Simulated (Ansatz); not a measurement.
**C₃H₅GaO (SMILES OC#C[CH2][GaH2]): density, localisation and related maps**

The calculation's input:

```
crystal:
  periodic: [false, false, false]
  atoms:
    - {symbol: O, position_ang: [-0.705000, -0.805696, 2.980904]}
    - {symbol: C, position_ang: [-0.413572, -0.702870, 1.709050]}
    - {symbol: C, position_ang: [-0.149580, -0.709543, 0.536876]}
    - {symbol: C, position_ang: [0.170267, -0.642915, -0.868891]}
    - {symbol: Ga, position_ang: [0.394586, 1.216115, -1.533973]}
    - {symbol: H, position_ang: [-0.757515, 0.071381, 3.377051]}
    - {symbol: H, position_ang: [-0.606882, -1.109507, -1.486024]}
    - {symbol: H, position_ang: [1.098362, -1.178473, -1.101510]}
    - {symbol: H, position_ang: [0.209697, 2.434706, -0.562880]}
    - {symbol: H, position_ang: [0.759616, 1.426783, -3.050593]}
basis:
  gaussian: {orbitals: def2-TZVPP}
hamiltonian: {xc: pbe0, dispersion: d4}
output: {orbitals: {seedname: orbitals}}
```

Command:

```sh
ansatz run in.yaml --threads 4 --pin off --events-out ev --progress --plain --max-ram 10444MiB
```

Geometry: PBE0-D4/def2-TZVP.

The calculation used RKS PBE0-D4/def2-TZVPP in Ansatz.

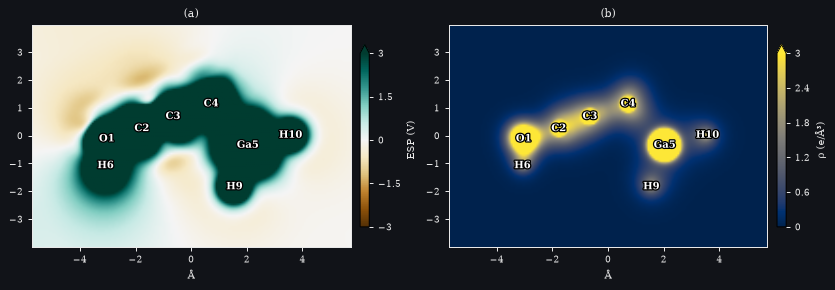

Figure 1. (a) molecular electrostatic potential; (b) electron density on the plane of atoms C4, Ga5 and H9.

Describe what can be read from this map.

- The plane passes through O, C, Ga and H nuclei.
- C–C (1.20 Å): the density is about 2.7 e/Å³ at the midpoint.
- C–O (1.31 Å): ρ at the midpoint is about 2.6 e/Å³.
- C–Ga (1.99 Å): ρ is about 0.76 e/Å³ halfway.
- O–H (0.96 Å): ρ is about 3.9 e/Å³ halfway.
- Ga–H (1.57 Å): ρ is about 0.98 e/Å³ halfway.
- Outside the dense part of the molecule the potential is most negative (−1.3 V) near C3.

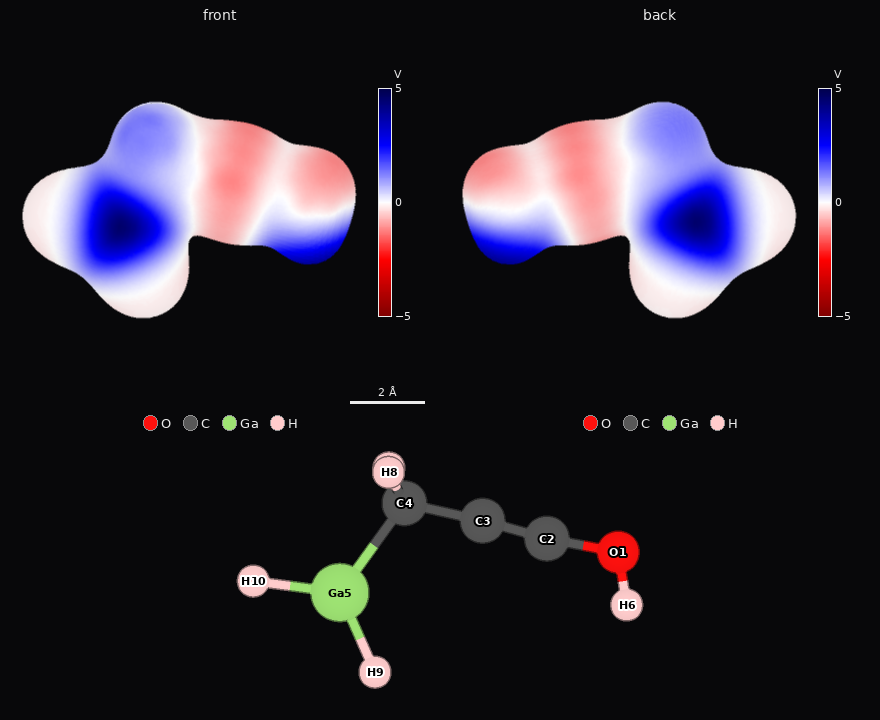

Figure 2. The electrostatic potential painted on the density surface at 0.004 e/bohr³, seen from the front and from behind; the colour scale runs from red (negative) to blue (positive). The bare structure is drawn below in the same view.

Which sites attract a positive test charge, and which a negative one?

A positive charge is drawn to the negative regions and a negative charge to the positive ones. The most negative region (about −1.2 V, or −28 kcal/mol for a unit charge) lies over O1, C2 and C3, the most positive (about +4.4 V, or +101 kcal/mol for a unit charge) over Ga5.

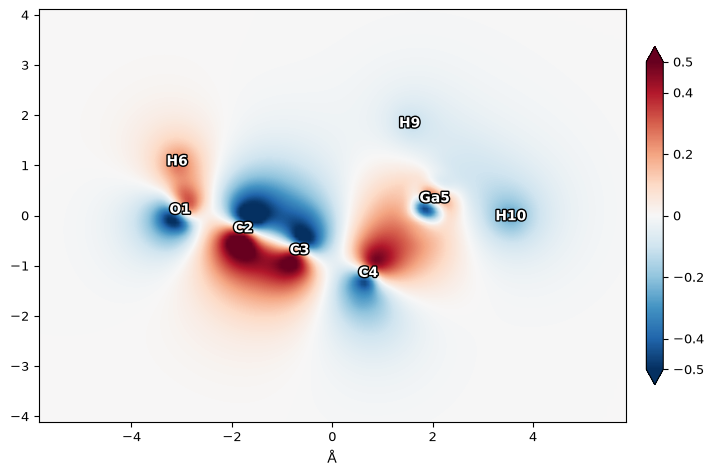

Figure 3. One frontier orbital on the plane of atoms C4, Ga5 and H10 (values in Å⁻³ᐟ²; the overall sign is arbitrary).

Which orbital is it: HOMO or LUMO?

The HOMO, at −6.63 eV. By Hirshfeld shares it lies mainly on C2 (about 30 %), C3 (about 25 %), C4 (about 15 %), Ga5 (about 10 %) and O1 (about 10 %).
